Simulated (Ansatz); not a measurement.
# CH₃NOSi: single points with varied inputs

How do the results and run time of CH₃NOSi respond when the settings are drawn wide?

The runs use Ansatz 0.2.0, Gaussian basis; the settings change from run to run.

### 1 The relaxed structure

An earlier PBE0-D4 in a triple-zeta def2 set relaxation fixed the geometry.

SMILES `N#CO[SiH3]`, 7 atoms, charge 0, spin multiplicity 1.

Atoms are counted from 1 here; the program's logs count them from 0.

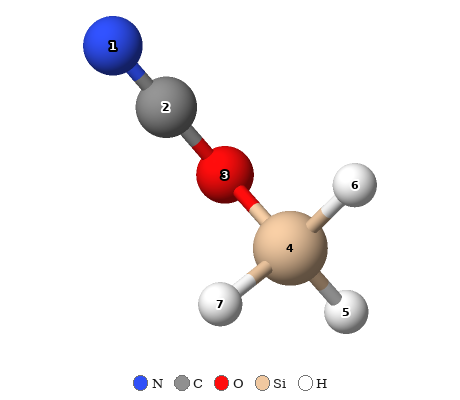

The structure; nitrogen blue, carbon grey, oxygen red, silicon light orange, hydrogen white; atoms are numbered from 1 in the order of the file.

Coordinates:

```xyz
7
charge 0, multiplicity 1
N     1.9558   -1.2023    1.4963
C     1.0560   -1.0723    0.7846
O     0.0583   -0.9603   -0.0054
Si   -0.6176    0.5214   -0.4841
H    -1.7271    0.1189   -1.3678
H    -1.0852    1.2300    0.7264
H     0.4209    1.2967   -1.1958
```

### 2 revPBE/pcseg-2

Options: charge +1, multiplicity 2.

in.yaml reads:

```yaml
crystal:
  periodic: [false, false, false]
  atoms:
    - {symbol: N, position_ang: [1.955804, -1.202325, 1.496337]}
    - {symbol: C, position_ang: [1.055970, -1.072294, 0.784647]}
    - {symbol: O, position_ang: [0.058330, -0.960290, -0.005405]}
    - {symbol: Si, position_ang: [-0.617592, 0.521402, -0.484071]}
    - {symbol: H, position_ang: [-1.727112, 0.118871, -1.367847]}
    - {symbol: H, position_ang: [-1.085230, 1.230025, 0.726414]}
    - {symbol: H, position_ang: [0.420929, 1.296712, -1.195776]}
basis:
  gaussian: {orbitals: pcseg-2}
total_charge: 1
magnetization: {spin_polarized: true, initial_magnetization: 1}
hamiltonian: {xc: {name: revPBE}}
```

Started as:

```console
$ ansatz run in.yaml --threads 2 --pin off --events-out ev --progress --plain --max-ram 4352MiB
```

Output:

```text
Functional definition: revPBE
  name "revPBE"
  cite "Zhang & Yang, Phys. Rev. Lett. 80, 890 (1998) doi:10.1103/PhysRevLett.80.890"
  cite "Perdew, Burke & Ernzerhof, Phys. Rev. Lett. 77, 3865 (1996) doi:10.1103/PhysRevLett.77.3865"
  parameter kappa = 1.245
  parameter beta = 0.06672455060314922
  exchange = pbe_x(kappa = kappa, mu = beta*pi^2/3)
  correlation = pbe_c(beta = beta)
880 factors; their error is unknown
mean field evaluation 1: about -12471.4574 eV, gradient 6.3e1 eV
mean field evaluation 2: about -12212.3451 eV, gradient 1.7e2 eV
mean field evaluation 4: about -12472.3782 eV, gradient 5.4e1 eV
mean field evaluation 8: about -12488.5274 eV, gradient 2.2e0 eV
mean field evaluation 16: about -12488.5153 eV, gradient 2.9e-2 eV
mean field evaluation 32: about -12486.3371 eV, gradient 1.2e1 eV
mean field evaluation 64: about -12488.0490 eV, gradient 4.4e0 eV
mean field -12488.51525878 eV, -458.9444707406 hartree, gradient 2.1e-5 eV, S^2 0.754204; 8 other end points of the search recorded, 0 dependent functions left out
reference -12488.51531693 eV, -458.9444728775 hartree; 19, 18 occupied and 147, 148 virtual orbitals, 880 factors
Total energy: -12488.51531693 eV, -458.9444728775 hartree
```

Run time: 9 s. Hardware: 2 threads of Arm Neoverse V1, shared host.

⟨S²⟩ 0.754.

### 3 B97/6-31++G**

Options: charge +1, multiplicity 2.

in.yaml, as its differences from that of step 2:

```diff
@@ -11,5 +11,6 @@
 basis:
-  gaussian: {orbitals: pcseg-2}
+  gaussian: {orbitals: "6-31++G**"}
 total_charge: 1
 magnetization: {spin_polarized: true, initial_magnetization: 1}
-hamiltonian: {xc: {name: revPBE}}
+hamiltonian: {xc: {name: B97}}
+output: {forces: true}
```

Same command.

Output (excerpt; [...] marks lines left out):

```text
Functional definition: B97
  name "B97"
  cite "Becke, J. Chem. Phys. 107, 8554 (1997) doi:10.1063/1.475007"
[...]
      + integral(e_c_pw_opposite_spin*poly(b97_u_opposite, cos0, cos1, cos2))
869 factors; integrals over basis functions are off by at most 1.1e-3 eV
[...]
mean field -12485.87264741 eV, -458.8473565639 hartree, gradient 1.3e-5 eV, S^2 0.758974; 3 other end points of the search recorded, 0 dependent functions left out
[...]
reference -12485.87269780 eV, -458.8473584156 hartree; 19, 18 occupied and 79, 80 virtual orbitals, 869 factors
Total energy: -12485.87269780 eV, -458.8473584156 hartree
Atom 0 at     1.955804    -1.202325     1.496337 Å, force     4.097690    -0.651507     3.238127 eV/Å
Atom 1 at     1.055970    -1.072294     0.784647 Å, force    -5.441635     0.449804    -4.313420 eV/Å
Atom 2 at     0.058330    -0.960290    -0.005405 Å, force     2.691199    -1.697337     2.063060 eV/Å
Atom 3 at    -0.617592     0.521402    -0.484071 Å, force    -2.156980     2.140948    -1.595600 eV/Å
Atom 4 at    -1.727112     0.118871    -1.367847 Å, force     0.165287    -0.124396     0.120423 eV/Å
Atom 5 at    -1.085230     1.230025     0.726414 Å, force     0.213916    -0.063356     0.382035 eV/Å
Atom 6 at     0.420929     1.296712    -1.195776 Å, force     0.430523    -0.054157     0.105375 eV/Å
Dipole moment:    -0.260898     0.306910    -0.197835 e Å
```

Wall time 14 s (2 threads of Arm Neoverse V1, shared host).

Largest force 6.958 eV/Å, ⟨S²⟩ 0.759.

### 4 PBE-QIDH/ANO-RCC-VTZP

This run has charge -1, multiplicity 2.

in.yaml, as its differences from that of step 3:

```diff
@@ -11,6 +11,6 @@
 basis:
-  gaussian: {orbitals: "6-31++G**"}
-total_charge: 1
+  gaussian: {orbitals: ANO-RCC-VTZP}
+total_charge: -1
 magnetization: {spin_polarized: true, initial_magnetization: 1}
-hamiltonian: {xc: {name: B97}}
+hamiltonian: {xc: {name: PBE-QIDH}}
 output: {forces: true}
```

The command is unchanged.

Output (excerpt; [...] marks lines left out):

```text
Functional definition: PBE-QIDH
  name "PBE-QIDH"
  cite "Brémond, Sancho-García, Pérez-Jiménez & Adamo, J. Chem. Phys. 141, 031101 (2014) doi:10.1063/1.4890314"
  cite "Perdew, Burke & Ernzerhof, Phys. Rev. Lett. 77, 3865 (1996) doi:10.1103/PhysRevLett.77.3865"
[...]
980 factors; integrals over basis functions are off by at most 9.1e-4 eV
[...]
a density is far from that of the atoms, so the factors are made again for it
992 factors; integrals over basis functions are off by at most 6.5e-4 eV
[...]
mean field -12502.07933269 eV, -459.4429412626 hartree, gradient 7.3e-6 eV, S^2 0.750316; 7 other end points of the search recorded, 0 dependent functions left out
8 core orbitals not correlated: weight in the atoms' cores, before any rotation towards them, 1.000 or more for the frozen orbitals, at most 0.000 for the correlated occupied ones
reference -12502.07934791 eV, -459.4429418220 hartree; 12, 11 occupied and 146, 147 virtual orbitals, 992 factors
second order -21.73430962 eV of doubles, -0.00000000 eV of singles
[...]
Total energy: -12509.32411779 eV, -459.7091822042 hartree
Relativity: scalar
Atom 0 at     1.955804    -1.202325     1.496337 Å, force     0.285824    -0.151877     0.221213 eV/Å
Atom 1 at     1.055970    -1.072294     0.784647 Å, force    -0.721681     0.213251    -0.566632 eV/Å
Atom 2 at     0.058330    -0.960290    -0.005405 Å, force     0.713135    -0.440993     0.551091 eV/Å
Atom 3 at    -0.617592     0.521402    -0.484071 Å, force    -0.392804     0.450700    -0.295039 eV/Å
Atom 4 at    -1.727112     0.118871    -1.367847 Å, force     0.026820    -0.005812     0.020986 eV/Å
Atom 5 at    -1.085230     1.230025     0.726414 Å, force     0.024659    -0.033534     0.058986 eV/Å
Atom 6 at     0.420929     1.296712    -1.195776 Å, force     0.064046    -0.031735     0.009396 eV/Å
Dipole moment:     0.756579    -0.705293     0.576394 e Å
```

It took 74 s on 2 threads of Arm Neoverse V1, shared host; peak memory 0.92 GiB.

Largest force 1.003 eV/Å, ⟨S²⟩ 0.750.

### 5 B2GP-PLYP/6-31++G**

Options: multiplicity 3, density fitting with def2-universal-jkfit.

in.yaml, as its differences from that of step 4:

```diff
@@ -11,6 +11,4 @@
 basis:
-  gaussian: {orbitals: ANO-RCC-VTZP}
-total_charge: -1
-magnetization: {spin_polarized: true, initial_magnetization: 1}
-hamiltonian: {xc: {name: PBE-QIDH}}
-output: {forces: true}
+  gaussian: {orbitals: "6-31++G**", fitting: {mean_field: def2-universal-jkfit}}
+magnetization: {spin_polarized: true, initial_magnetization: 2}
+hamiltonian: {xc: {name: B2GP-PLYP}}
```

Launched as before.

Output (excerpt; [...] marks lines left out):

```text
Functional definition: B2GP-PLYP
  name "B2GP-PLYP"
  cite "Karton, Tarnopolsky, Lamère, Schatz & Martin, J. Phys. Chem. A 112, 12868 (2008) doi:10.1021/jp801805p"
  cite "Becke, Phys. Rev. A 38, 3098 (1988) doi:10.1103/PhysRevA.38.3098"
  cite "Lee, Yang & Parr, Phys. Rev. B 37, 785 (1988) doi:10.1103/PhysRevB.37.785"
[...]
411 factors; integrals over basis functions are off by at most 3.3e-1 eV
[...]
mean field -12476.78922369 eV, -458.5135468993 hartree, gradient 1.5e-6 eV, S^2 2.010408; 12 other end points of the search recorded, 0 dependent functions left out
8 core orbitals not correlated: weight in the atoms' cores, before any rotation towards them, 1.000 or more for the frozen orbitals, at most 0.000 for the correlated occupied ones
reference -12476.78937246 eV, -458.5135523663 hartree; 12, 10 occupied and 78, 80 virtual orbitals, 411 factors
second order -15.75908331 eV of doubles, -0.00000000 eV of singles
Total energy: -12482.46264245 eV, -458.7220411930 hartree
```

Run time: 28 s. Hardware: 2 threads of Arm Neoverse V1, shared host.

⟨S²⟩ 2.010.

### 6 CAM-B3LYP/def2-TZVPD

Options: relativity set to scalar.

in.yaml, as its differences from that of step 5:

```diff
@@ -11,4 +11,3 @@
 basis:
-  gaussian: {orbitals: "6-31++G**", fitting: {mean_field: def2-universal-jkfit}}
-magnetization: {spin_polarized: true, initial_magnetization: 2}
-hamiltonian: {xc: {name: B2GP-PLYP}}
+  gaussian: {orbitals: def2-TZVPD}
+hamiltonian: {xc: {name: CAM-B3LYP}, pseudopotentials: {relativity: scalar}}
```

Same command.

Output (excerpt; [...] marks lines left out):

```text
Functional definition: CAM-B3LYP
  name "CAM-B3LYP"
  cite "Yanai, Tew & Handy, Chem. Phys. Lett. 393, 51 (2004) doi:10.1016/j.cplett.2004.06.011"
  cite "Iikura, Tsuneda, Yanai & Hirao, J. Chem. Phys. 115, 3540 (2001) doi:10.1063/1.1383587"
  cite "Becke, Phys. Rev. A 38, 3098 (1988) doi:10.1103/PhysRevA.38.3098"
  cite "Lee, Yang & Parr, Phys. Rev. B 37, 785 (1988) doi:10.1103/PhysRevB.37.785"
  cite "Vosko, Wilk & Nusair, Can. J. Phys. 58, 1200 (1980) doi:10.1139/p80-159"
[...]
  # Exact exchange under (alpha + beta erf(omega r))/r, Becke's under what is left of 1/r.
[...]
974 factors; their error is unknown
361 factors; integrals over basis functions are off by at most 2.8e-5 eV
[...]
mean field -12517.96632083 eV, -460.0267773081 hartree, gradient 3.9e-5 eV, S^2 0.000000; 0 other end points of the search recorded, 0 dependent functions left out
reference -12517.96645313 eV, -460.0267821703 hartree; 19, 19 occupied and 165, 165 virtual orbitals, 974 factors
Total energy: -12517.96645313 eV, -460.0267821703 hartree
Relativity: scalar
```

Run time: 3.7 s. Hardware: 2 threads of Arm Neoverse V1, shared host.

### 7 BHLYP/def2-SVP

This run has atoms shaken by 0.08 Å, D4 dispersion, relativity set to scalar, high accuracy.

in.yaml reads:

```yaml
crystal:
  periodic: [false, false, false]
  atoms:
    - {symbol: N, position_ang: [2.009878, -1.080390, 1.457707]}
    - {symbol: C, position_ang: [1.037876, -1.074897, 0.998016]}
    - {symbol: O, position_ang: [-0.142469, -0.807473, 0.027060]}
    - {symbol: Si, position_ang: [-0.694065, 0.558137, -0.567558]}
    - {symbol: H, position_ang: [-1.705296, 0.058032, -1.272138]}
    - {symbol: H, position_ang: [-1.130711, 1.247596, 0.786782]}
    - {symbol: H, position_ang: [0.415173, 1.291958, -1.155286]}
basis:
  gaussian: {orbitals: def2-SVP}
hamiltonian: {xc: {name: BHLYP}, dispersion: d4, pseudopotentials: {relativity: scalar}}
accuracy: high
output: {forces: true}
```

Same command.

Output (excerpt; [...] marks lines left out):

```text
Functional definition: BHLYP
  name "BHLYP"
  cite "Becke, J. Chem. Phys. 98, 1372 (1993) doi:10.1063/1.464304"
  cite "Becke, Phys. Rev. A 38, 3098 (1988) doi:10.1103/PhysRevA.38.3098"
  cite "Lee, Yang & Parr, Phys. Rev. B 37, 785 (1988) doi:10.1103/PhysRevB.37.785"
[...]
1633 factors; integrals over basis functions are off by at most 3.8e-9 eV
[...]
mean field -12506.01568796 eV, -459.5875996506 hartree, gradient 1.1e-8 eV, S^2 0.000000; 0 other end points of the search recorded, 0 dependent functions left out
[...]
reference -12506.01571277 eV, -459.5876005623 hartree; 19, 19 occupied and 56, 56 virtual orbitals, 1633 factors
Total energy: -12506.15624437 eV, -459.5927650035 hartree
Relativity: scalar
Atom 0 at     2.009878    -1.080390     1.457707 Å, force    10.452813    -0.566808     5.604463 eV/Å
Atom 1 at     1.037876    -1.074897     0.998016 Å, force   -15.740021     2.541398   -10.540186 eV/Å
Atom 2 at    -0.142469    -0.807473     0.027060 Å, force     6.695444    -5.843040     5.830016 eV/Å
Atom 3 at    -0.694065     0.558137    -0.567558 Å, force     1.417085     4.239381     3.784397 eV/Å
Atom 4 at    -1.705296     0.058032    -1.272138 Å, force    -2.868209    -0.799221    -2.432373 eV/Å
Atom 5 at    -1.130711     1.247596     0.786782 Å, force     0.059681     0.021070    -1.641383 eV/Å
Atom 6 at     0.415173     1.291958    -1.155286 Å, force    -0.016792     0.407219    -0.604934 eV/Å
Dipole moment:    -0.465884     0.292958    -0.437313 e Å
```

It took 4.1 s on 2 threads of Arm Neoverse V1, shared host.

Largest force 19.113 eV/Å, dipole 3.38 D.

### 8 LC-wPBE/aug-cc-pVTZ

This run has the search for lower states set to light.

in.yaml reads:

```yaml
crystal:
  periodic: [false, false, false]
  atoms:
    - {symbol: N, position_ang: [1.955804, -1.202325, 1.496337]}
    - {symbol: C, position_ang: [1.055970, -1.072294, 0.784647]}
    - {symbol: O, position_ang: [0.058330, -0.960290, -0.005405]}
    - {symbol: Si, position_ang: [-0.617592, 0.521402, -0.484071]}
    - {symbol: H, position_ang: [-1.727112, 0.118871, -1.367847]}
    - {symbol: H, position_ang: [-1.085230, 1.230025, 0.726414]}
    - {symbol: H, position_ang: [0.420929, 1.296712, -1.195776]}
basis:
  gaussian: {orbitals: aug-cc-pVTZ}
hamiltonian: {xc: {name: LC-wPBE}}
scf: {lower_state_search: light}
output: {forces: true}
```

Launched as before.

Output (excerpt; [...] marks lines left out):

```text
Functional definition: LC-wPBE
  name "LC-wPBE"
  cite "Vydrov & Scuseria, J. Chem. Phys. 125, 234109 (2006) doi:10.1063/1.2409292"
  cite "Heyd & Scuseria, J. Chem. Phys. 120, 7274 (2004) doi:10.1063/1.1668634"
  cite "Ernzerhof & Perdew, J. Chem. Phys. 109, 3313 (1998) doi:10.1063/1.476928"
  cite "Perdew, Burke & Ernzerhof, Phys. Rev. Lett. 77, 3865 (1996) doi:10.1103/PhysRevLett.77.3865"
  parent pbe
[...]
1147 factors; their error is unknown
541 factors; integrals over basis functions are off by at most 3.4e-5 eV
[...]
mean field -12496.48320583 eV, -459.2372873937 hartree, gradient 5.6e-5 eV, S^2 0.000000; 0 other end points of the search recorded, 0 dependent functions left out
[...]
reference -12496.48320584 eV, -459.2372873940 hartree; 19, 19 occupied and 238, 238 virtual orbitals, 1147 factors
Total energy: -12496.48320584 eV, -459.2372873940 hartree
Atom 0 at     1.955804    -1.202325     1.496337 Å, force    -0.588092     0.101245    -0.465021 eV/Å
Atom 1 at     1.055970    -1.072294     0.784647 Å, force     0.703907    -0.145320     0.554865 eV/Å
Atom 2 at     0.058330    -0.960290    -0.005405 Å, force    -0.026446    -0.092570    -0.024317 eV/Å
Atom 3 at    -0.617592     0.521402    -0.484071 Å, force    -0.105918     0.156781    -0.077820 eV/Å
Atom 4 at    -1.727112     0.118871    -1.367847 Å, force     0.021344     0.021422     0.017186 eV/Å
Atom 5 at    -1.085230     1.230025     0.726414 Å, force     0.013819    -0.019923    -0.023584 eV/Å
Atom 6 at     0.420929     1.296712    -1.195776 Å, force    -0.018615    -0.021635     0.018690 eV/Å
Dipole moment:    -0.697868     0.446448    -0.537883 e Å
```

It took 6 s on 2 threads of Arm Neoverse V1, shared host; peak memory 0.55 GiB.

Largest force 0.908 eV/Å, dipole 4.74 D.

### 9 CCSD/6-31++G**

Options: unrestricted orbitals, finite nuclei, 2 DIIS vectors.

in.yaml, as its differences from that of step 8:

```diff
@@ -11,5 +11,5 @@
 basis:
-  gaussian: {orbitals: aug-cc-pVTZ}
-hamiltonian: {xc: {name: LC-wPBE}}
-scf: {lower_state_search: light}
-output: {forces: true}
+  gaussian: {orbitals: "6-31++G**", nuclear_model: gaussian}
+magnetization: {spin_polarized: true, initial_magnetization: 0}
+hamiltonian: {xc: {name: HF}}
+correlation: {method: ccsd, diis_vectors: 2}
```

Same command.

Output (excerpt; [...] marks lines left out):

```text
Functional definition: HF
  name "HF"
  cite "Fock, Z. Phys. 61, 126 (1930) doi:10.1007/BF01340294"
  parent pbe
[...]
869 factors; integrals over basis functions are off by at most 1.1e-3 eV
[...]
mean field -12458.82455481 eV, -457.8533574947 hartree, gradient 2.0e-6 eV, S^2 0.000000; 2 other end points of the search recorded, 0 dependent functions left out
8 core orbitals not correlated: weight in the atoms' cores, before any rotation towards them, 1.000 or more for the frozen orbitals, at most 0.000 for the correlated occupied ones
reference -12458.82455481 eV, -457.8533574947 hartree; 11, 11 occupied and 79, 79 virtual orbitals, 869 factors
second order -15.18177794 eV of doubles, -0.00000000 eV of singles
cycle   1  -15.14488938 eV  change    3.7e-2 eV  update   1.1e-1
[...]
cycle  11  -15.78751361 eV  change    6.4e-6 eV  update   8.4e-6
Total energy: -12474.61206842 eV, -458.4335379185 hartree
```

It took 9.5 s on 2 threads of Arm Neoverse V1, shared host; peak memory 0.67 GiB.

⟨S²⟩ 0.000, T1 0.014.

### 10 wB97/def2-TZVPP

Set apart from the defaults: atoms shaken by 0.08 Å, finite nuclei.

in.yaml reads:

```yaml
crystal:
  periodic: [false, false, false]
  atoms:
    - {symbol: N, position_ang: [1.898077, -1.246098, 1.579244]}
    - {symbol: C, position_ang: [0.994848, -1.047412, 0.879275]}
    - {symbol: O, position_ang: [-0.045232, -0.849508, 0.052785]}
    - {symbol: Si, position_ang: [-0.487465, 0.574185, -0.435446]}
    - {symbol: H, position_ang: [-1.781229, 0.158678, -1.358027]}
    - {symbol: H, position_ang: [-1.180705, 1.358722, 0.805801]}
    - {symbol: H, position_ang: [0.444378, 1.315139, -1.163512]}
basis:
  gaussian: {orbitals: def2-TZVPP, nuclear_model: gaussian}
hamiltonian: {xc: {name: wB97}}
output: {forces: true}
```

Launched as before.

Output (excerpt; [...] marks lines left out):

```text
Functional definition: wB97
  name "wB97"
  cite "Chai & Head-Gordon, J. Chem. Phys. 128, 084106 (2008) doi:10.1063/1.2834918"
  cite "Becke, J. Chem. Phys. 107, 8554 (1997) doi:10.1063/1.475007"
[...]
  # The coefficients of nought are those of the uniform gas.
[...]
      + integral(e_c_pw_opposite_spin*poly(b97_u_opposite, 1, cos1, cos2, cos3, cos4))
951 factors; their error is unknown
295 factors; integrals over basis functions are off by at most 3.0e-5 eV
[...]
mean field -12500.26377660 eV, -459.3762208071 hartree, gradient 2.1e-5 eV, S^2 0.000000; 0 other end points of the search recorded, 0 dependent functions left out
[...]
reference -12500.26376636 eV, -459.3762204305 hartree; 19, 19 occupied and 158, 158 virtual orbitals, 951 factors
Total energy: -12500.26376636 eV, -459.3762204305 hartree
Atom 0 at     1.898077    -1.246098     1.579244 Å, force    -0.870612     0.217492    -0.634388 eV/Å
Atom 1 at     0.994848    -1.047412     0.879275 Å, force    -0.935815    -0.067732    -0.811226 eV/Å
Atom 2 at    -0.045232    -0.849508     0.052785 Å, force     3.710611    -4.018707     2.947391 eV/Å
Atom 3 at    -0.487465     0.574185    -0.435446 Å, force    -6.369699     3.131274    -0.353682 eV/Å
Atom 4 at    -1.781229     0.158678    -1.358027 Å, force     1.852724     0.695087     1.010868 eV/Å
Atom 5 at    -1.180705     1.358722     0.805801 Å, force     1.231960    -0.773928    -1.460777 eV/Å
Atom 6 at     0.444378     1.315139    -1.163512 Å, force     1.380831     0.816514    -0.698185 eV/Å
Dipole moment:    -0.335691     0.330938    -0.421431 e Å
```

Wall time 6 s (2 threads of Arm Neoverse V1, shared host).

Largest force 7.107 eV/Å, dipole 3.04 D.

### 11 The runs in one table

```csv
level,charge,multiplicity,geometry,functions,energy (eV),time
revPBE/pcseg-2,1,2,relaxed,166,-12488.515,9 s
B97/6-31++G**,1,2,relaxed,98,-12485.873,14 s
PBE-QIDH/ANO-RCC-VTZP,-1,2,relaxed,166,-12509.324,74 s
B2GP-PLYP/6-31++G**,0,3,relaxed,98,-12482.463,28 s
CAM-B3LYP/def2-TZVPD,0,1,relaxed,184,-12517.966,3.7 s
BHLYP/def2-SVP,0,1,shaken,75,-12506.156,4.1 s
LC-wPBE/aug-cc-pVTZ,0,1,relaxed,257,-12496.483,6 s
CCSD/6-31++G**,0,1,relaxed,98,-12474.612,9.5 s
wB97/def2-TZVPP,0,1,shaken,177,-12500.264,6 s
```

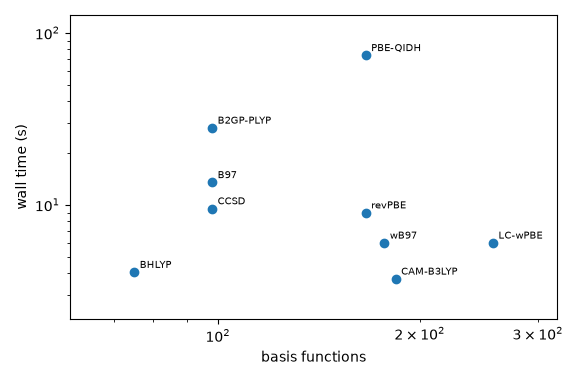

Wall time against the number of basis functions (shared host).

### 12 Outcome

| quantity | value |
| --- | --- |
| runs | 9 |
| quickest | CAM-B3LYP/def2-TZVPD, 3.7 s |
| slowest | PBE-QIDH/ANO-RCC-VTZP, 74 s |
| spread of total energies, same state and geometry | 43.4 eV |

**Reading.** PBE-QIDH/ANO-RCC-VTZP took 20 times as long as CAM-B3LYP/def2-TZVPD. The jobs differ in tasks and options as well as level. The totals spread over 43 eV; they can't be compared across methods or bases. Some of these runs are scalar-relativistic and others not, which shifts the totals of all-electron atoms past neon by eV; core potentials, where a basis has them, take the core out of the total altogether. At the PBE0-D4/def2-TZVP geometry and in the same state, runs without warnings or point charges leave forces up to 0.91 eV/Å (LC-wPBE/aug-cc-pVTZ), against 19.1 eV/Å where the atoms were moved.
